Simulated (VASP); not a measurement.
Single-point calculation of BH2F

- system: BH2F (4 atoms in the cell)
- method: Kohn-Sham DFT of a periodic cell, PBE, VASP PAW PBE potentials, recommended, no spin polarisation (VASP 6.6.1)

It belongs to a series of runs on one base structure; here: atoms moved at random by about 0.05 A.

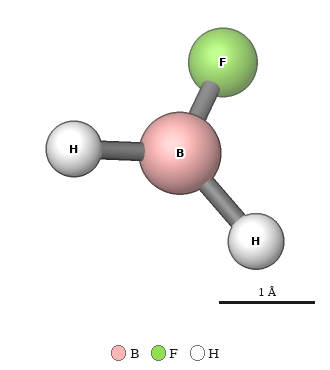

*The input geometry (ball-and-stick view of the molecule without its box, seen at a tilt).*

**INCAR**
```
SYSTEM = BH2F
PREC = Accurate
ENCUT = 520
EDIFF = 1E-6
ISMEAR = 0
SIGMA = 0.01
LREAL = .False.
LASPH = .True.
NELM = 80
ALGO = Fast
ISIF = 2
LWAVE = .False.
LCHARG = .False.
GGA = PE
NBANDS = 14
```

**KPOINTS**
```
Automatic mesh
0
Gamma
  1 1 1
  0 0 0
```

**POSCAR**
```
BH2F
1.0
   12.0000000000      0.0000000000      0.0000000000
    0.0000000000     11.0000000000      0.0000000000
    0.0000000000      0.0000000000     11.0000000000
B F H
1 1 2
Direct
    0.4965110000      0.4954990000      0.5074620000
    0.5851050000      0.4634940000      0.5680390000
    0.4140090000      0.4316140000      0.5288310000
    0.5028120000      0.5742630000      0.4346070000
```

Launch command:
```bash
cat potpaw_PBE.64/B/POTCAR potpaw_PBE.64/F/POTCAR potpaw_PBE.64/H/POTCAR > POTCAR
mpirun -np 1 vasp_gam > vasp.out
```

**OSZICAR**
```
N       E                     dE             d eps       ncg     rms          rms(c)
DAV:   1     0.111703112544E+03    0.11170E+03   -0.28811E+03    36   0.452E+02
DAV:   2     0.550667548137E+01   -0.10620E+03   -0.10458E+03    44   0.101E+02
DAV:   3    -0.185642413605E+02   -0.24071E+02   -0.23846E+02    40   0.711E+01
DAV:   4    -0.198633337673E+02   -0.12991E+01   -0.12969E+01    28   0.162E+01
DAV:   5    -0.198737606133E+02   -0.10427E-01   -0.10426E-01    34   0.186E+00    0.764E+00
RMM:   6    -0.187370288893E+02    0.11367E+01   -0.14788E+00    41   0.753E+00    0.401E+00
RMM:   7    -0.183344415337E+02    0.40259E+00   -0.63928E-01    41   0.390E+00    0.129E+00
RMM:   8    -0.182965927298E+02    0.37849E-01   -0.12901E-01    42   0.151E+00    0.317E-01
RMM:   9    -0.182950778016E+02    0.15149E-02   -0.97585E-03    41   0.519E-01    0.974E-02
RMM:  10    -0.182957755939E+02   -0.69779E-03   -0.26084E-03    41   0.274E-01    0.523E-02
RMM:  11    -0.182984172402E+02   -0.26416E-02   -0.22049E-03    42   0.217E-01    0.517E-02
RMM:  12    -0.182998333568E+02   -0.14161E-02   -0.76759E-04    41   0.135E-01    0.262E-02
RMM:  13    -0.183023844774E+02   -0.25511E-02   -0.47706E-04    42   0.949E-02    0.173E-02
RMM:  14    -0.183030511008E+02   -0.66662E-03   -0.14959E-04    42   0.440E-02    0.890E-03
RMM:  15    -0.183040318183E+02   -0.98072E-03   -0.17282E-04    43   0.456E-02    0.833E-03
RMM:  16    -0.183041245243E+02   -0.92706E-04   -0.40169E-05    43   0.346E-02    0.749E-03
RMM:  17    -0.183042410742E+02   -0.11655E-03   -0.14630E-05    42   0.160E-02    0.354E-03
RMM:  18    -0.183042482033E+02   -0.71291E-05   -0.25924E-06    39   0.814E-03    0.189E-03
RMM:  19    -0.183042641975E+02   -0.15994E-04   -0.20498E-06    38   0.579E-03    0.808E-04
RMM:  20    -0.183042669150E+02   -0.27175E-05   -0.27633E-07    35   0.236E-03    0.516E-04
RMM:  21    -0.183042688980E+02   -0.19830E-05   -0.91644E-08    36   0.153E-03    0.225E-04
RMM:  22    -0.183042694575E+02   -0.55953E-06   -0.14566E-08    31   0.704E-04
   1 F= -.18304269E+02 E0= -.18304269E+02  d E =-.337582E-18
```

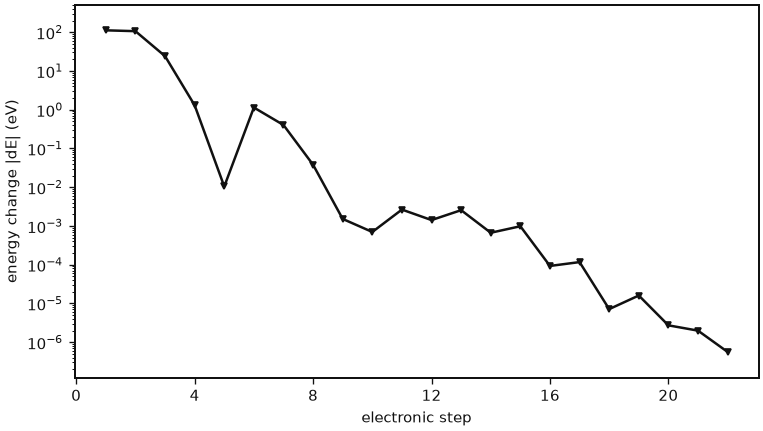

*Convergence of the self-consistent field: energy change |dE| against the electronic step.*

It takes 22 electronic steps. The density is held fixed in the first few steps, and dE rises again when its update begins.

**Parts of OUTCAR**
```
SYSTEM = BH2F
   PREC = Accurate
   ENCUT = 520
   EDIFF = 1E-6
   ISMEAR = 0
   LREAL = .False.
   LASPH = .True.
   NELM = 80
   ISIF = 2
   GGA = PE

 ion  position               nearest neighbor table
   1  0.497  0.495  0.507-   4 1.18   3 1.24   2 1.30
   2  0.585  0.463  0.568-   1 1.30
   3  0.414  0.432  0.529-   1 1.24
   4  0.503  0.574  0.435-   1 1.18

  LATTYP: Found a simple tetragonal cell.
 ALAT       =    11.0000000000
 C/A-ratio  =     1.0909090909

  Lattice vectors:

 A1 = (   0.0000000000,  11.0000000000,   0.0000000000)
 A2 = (   0.0000000000,   0.0000000000,  11.0000000000)
 A3 = (  12.0000000000,   0.0000000000,   0.0000000000)

Analysis of symmetry for initial positions (statically):
=====================================================================
 Subroutine PRICEL returns:
 Original cell was already a primitive cell.

 Routine SETGRP: Setting up the symmetry group for a
 simple tetragonal supercell.

 Subroutine GETGRP returns: Found  1 space group operations
 (whereof  1 operations were pure point group operations)
 out of a pool of 16 trial point group operations.

The static configuration has the point symmetry C_1 .

Analysis of symmetry for dynamics (positions and initial velocities):
=====================================================================
 Subroutine PRICEL returns:
 Original cell was already a primitive cell.

 Routine SETGRP: Setting up the symmetry group for a
 simple tetragonal supercell.

 Subroutine GETGRP returns: Found  1 space group operations
 (whereof  1 operations were pure point group operations)
 out of a pool of 16 trial point group operations.

The dynamic configuration has the point symmetry C_1 .

 Subroutine INISYM returns: Found  1 space group operations
 (whereof  1 operations are pure point group operations),
 and found     1 'primitive' translations

----------------------------------------------------------------------------------------

                                     Primitive cell

  volume of cell :    1452.0000

  direct lattice vectors                    reciprocal lattice vectors
    12.000000000  0.000000000  0.000000000     0.083333333  0.000000000  0.000000000
     0.000000000 11.000000000  0.000000000     0.000000000  0.090909091  0.000000000
     0.000000000  0.000000000 11.000000000     0.000000000  0.000000000  0.090909091

  length of vectors
    12.000000000 11.000000000 11.000000000     0.083333333  0.090909091  0.090909091

  position of ions in fractional coordinates (direct lattice)
     0.496511000  0.495499000  0.507462000
     0.585105000  0.463494000  0.568039000
     0.414009000  0.431614000  0.528831000
     0.502812000  0.574263000  0.434607000

  ion indices of the primitive-cell ions
   primitive index   ion index
                 1           1
                 2           2
                 3           3
                 4           4

----------------------------------------------------------------------------------------

 KPOINTS: Automatic mesh

Automatic generation of k-mesh.
 Grid dimensions read from file:
 generate k-points for:    1    1    1

 Generating k-lattice:

  Cartesian coordinates                     Fractional coordinates (reciprocal lattice)
     0.083333333  0.000000000  0.000000000     1.000000000  0.000000000  0.000000000
     0.000000000  0.090909091  0.000000000     0.000000000  1.000000000  0.000000000
     0.000000000  0.000000000  0.090909091     0.000000000  0.000000000  1.000000000

  Length of vectors
     0.083333333  0.090909091  0.090909091

  Shift w.r.t. Gamma in fractional coordinates (k-lattice)
     0.000000000  0.000000000  0.000000000

 Subroutine IBZKPT returns following result:
 ===========================================

 Found      1 irreducible k-points:

 Following reciprocal coordinates:
            Coordinates               Weight
  0.000000  0.000000  0.000000      1.000000
   k-points           NKPTS =      1   k-points in BZ     NKDIM =      1   number of bands    NBANDS=     14
   number of dos      NEDOS =    301   number of ions     NIONS =      4
   total plane-waves  NPLWV = 635040
   dimension x,y,z NGX =    90 NGY =   84 NGZ =   84
   dimension x,y,z NGXF=   180 NGYF=  168 NGZF=  168
   ions per type =               1   1   2
   NGX,Y,Z   is equivalent  to a cutoff of  12.47, 12.70, 12.70 a.u.
   NGXF,Y,Z  is equivalent  to a cutoff of  24.94, 25.39, 25.39 a.u.
 SYSTEM =  BH2F
   PREC   = accura    normal or accurate (medium, high low for compatibility)
   ISTART =      0    job   : 0-new  1-cont  2-samecut
   ICHARG =      2    charge: 1-file 2-atom 10-const
   ISPIN  =      1    spin polarized calculation?
   LNONCOLLINEAR =      F non collinear calculations
   LSORBIT =      F    spin-orbit coupling
   LASPH  =      T    aspherical Exc in radial PAW
   ENCUT  =  520.0 eV  38.22 Ry    6.18 a.u.  22.31 20.45 20.45*2*pi/ulx,y,z
   NELM   =     80;   NELMIN=  2; NELMDL= -5     # of ELM steps
   EDIFF  = 0.1E-05   stopping-criterion for ELM
   LREAL  =      F    real-space projection
   EDIFFG = 0.1E-04   stopping-criterion for IOM
   NSW    =      0    number of steps for IOM
   IBRION =     -1    ionic relax: 0-MD 1-quasi-New 2-CG
   NFREE  =      0    steps in history (QN), initial steepest desc. (CG)
   ISIF   =      2    stress and relaxation
   ISYM   =      2    0-nonsym 1-usesym 2-fastsym
   POTIM  = 0.5000    time-step for ionic-motion
   TEBEG  =    0.0;   TEEND  =   0.0 temperature during run
   PSTRESS=    0.0 pullay stress
   NELECT =      12.0000    total number of electrons
   NUPDOWN=      -1.0000    fix difference up-down
   EMIN   =  10.00;   EMAX   =-10.00  energy-range for DOS
   EFERMI =   0.00;   METHOD = LEGACY
   ISMEAR =     0;   SIGMA  =   0.01  broadening in eV -4-tet -1-fermi 0-gaus
   EFERMI_NEDOS =   21; number of points for ismear=-14 and -15
   IALGO  =     68    algorithm
   IMIX   =      4    mixing-type and parameters
     AMIX     =   0.40;   BMIX     =  1.00
     AMIX_MAG =   1.60;   BMIX_MAG =  1.00
  volume/ion in A,a.u.               =     363.00      2449.64
  Fermi-wavevector in a.u.,A,eV,Ry     =   0.330989  0.625478  1.490565  0.109553
  Thomas-Fermi vector in A             =   1.226762
   LORBIT       =      0    0 simple, 1 ext, 2 COOP (PROOUT), +10 PAW based schemes
   GGA     = PE    functional components
   LHFCALC =     F    Hartree Fock is set to
   AEXX    =    0.0000 exact exchange contribution
   IVDW    =     0    specifies the selected vdW correction
   LEPSILON=     F    determine dielectric tensor
   LRPA    =     F    only Hartree local field effects (RPA)
 non-spin polarized calculation
 RMM-DIIS sequential band-by-band and
 Gauss-broadening in eV      SIGMA  =   0.01
  energy-cutoff  :      520.00
  volume of cell :     1452.00
 maximum number of plane-waves:     19579
 NGX is ok and might be reduce to    90
   NGX = 45   NGY = 41   NGZ = 41

 number of electron      12.0000004 magnetization

 Free energy of the ion-electron system (eV)
  ---------------------------------------------------
  ext. energy  EPLUGINS =         0.00000000
  ---------------------------------------------------
  free energy    TOTEN  =       -18.30426946 eV

  energy without entropy =      -18.30426946  energy(sigma->0) =      -18.30426946

 E-fermi :  -7.5396     XC(G=0):  -0.5306     alpha+bet : -0.1589

 val. band max:       -7.6007626190   @ k =   0.0000   0.0000   0.0000
 cond. band min:      -2.1355973031   @ k =   0.0000   0.0000   0.0000
 fundamental gap:      5.4651653159
 Fermi energy:        -7.5396439278

 k-point     1 :       0.0000    0.0000    0.0000
  band No.  band energies     occupation
      1     -30.8222      2.00000
      2     -13.7730      2.00000
      3     -11.5730      2.00000
      4     -11.2893      2.00000
      5     -10.7740      2.00000
      6      -7.6008      2.00000
      7      -2.1356      0.00000
      8      -0.2510      0.00000
      9       0.4445      0.00000
     10       0.8122      0.00000
     11       0.8713      0.00000
     12       1.0731      0.00000
     13       1.1026      0.00000
     14       1.1484      0.00000

------------------------ aborting loop because EDIFF is reached ----------------------------------------

  FORCE on cell =-STRESS in cart. coord.  units (eV):
  Direction    XX          YY          ZZ          XY          YZ          ZX
  --------------------------------------------------------------------------------------
  -------------------------------------------------------------------------------------
  Total        0.9470578     -0.0785526      0.4981974     -0.6601406     -0.2751379      0.9078910
  in kB        1.0450101     -0.0866771      0.5497249     -0.7284175     -0.3035949      1.0017922
  external PRESSURE =       0.5026859 kB  Pullay stress =       0.0000000 kB

 VOLUME and BASIS-vectors are now :
 -----------------------------------------------------------------------------
  energy-cutoff  :      520.00
  volume of cell :     1452.00
      direct lattice vectors                 reciprocal lattice vectors
    12.000000000  0.000000000  0.000000000     0.083333333  0.000000000  0.000000000
     0.000000000 11.000000000  0.000000000     0.000000000  0.090909091  0.000000000
     0.000000000  0.000000000 11.000000000     0.000000000  0.000000000  0.090909091

 POSITION                                       TOTAL-FORCE (eV/Angst)
 -----------------------------------------------------------------------------------
      5.95813      5.45049      5.58208        -1.570205     -0.892326     -0.218068
      7.02126      5.09843      6.24843         1.258757     -0.112524      0.667986
      4.96811      4.74775      5.81714         0.309291      0.577745     -0.219284
      6.03374      6.31689      4.78068         0.002156      0.427105     -0.230635
 -----------------------------------------------------------------------------------
    total drift:                                0.001460     -0.001039      0.000359

  FREE ENERGIE OF THE ION-ELECTRON SYSTEM (eV)
  ---------------------------------------------------
  free  energy   TOTEN  =       -18.3042694575 eV

  energy  without entropy=      -18.3042694575  energy(sigma->0) =      -18.30426946
```

**CONTCAR**
```
BH2F
   1.00000000000000
    12.0000000000000000    0.0000000000000000    0.0000000000000000
     0.0000000000000000   11.0000000000000000    0.0000000000000000
     0.0000000000000000    0.0000000000000000   11.0000000000000000
  B               F               H
     1     1     2
Direct
     0.4965109999999981    0.4954990000000024    0.5074619999999967
     0.5851049999999987    0.4634939999999972    0.5680389999999989
     0.4140090000000001    0.4316140000000033    0.5288309999999967
     0.5028119999999987    0.5742630000000020    0.4346069999999997

  0.00000000E+00  0.00000000E+00  0.00000000E+00
  0.00000000E+00  0.00000000E+00  0.00000000E+00
  0.00000000E+00  0.00000000E+00  0.00000000E+00
  0.00000000E+00  0.00000000E+00  0.00000000E+00
```

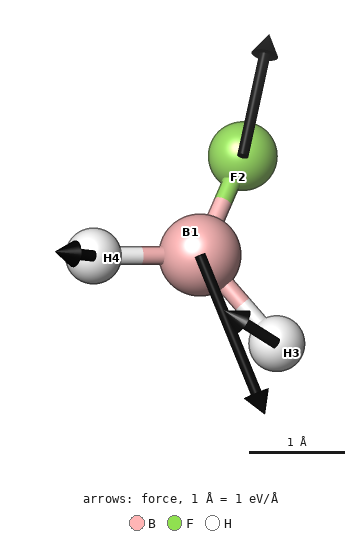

*Forces on the atoms as black arrows (ball-and-stick view of the molecule without its box, seen at a tilt; atoms are numbered from 1 in the order of the input).*

The largest act on B1 (1.82 eV/Å); F2 (1.43 eV/Å); H3 (0.69 eV/Å). The geometry is not a stationary point of this energy.

**Summary**

| quantity | value |
| --- | --- |
| outcome | converged |
| electrons treated | 12 |
| free energy | −18.3043 eV |
| Fermi energy | −7.540 eV |
| gap on the k-point mesh | 5.47 eV |
| largest force (length of the vector) | 1.819 eV/Å |
| hardware | 1 thread of Intel Xeon (Granite Rapids), 120 GiB of memory available, shared host |
| wall time | 70 s |
| peak memory | 1.1 GiB |
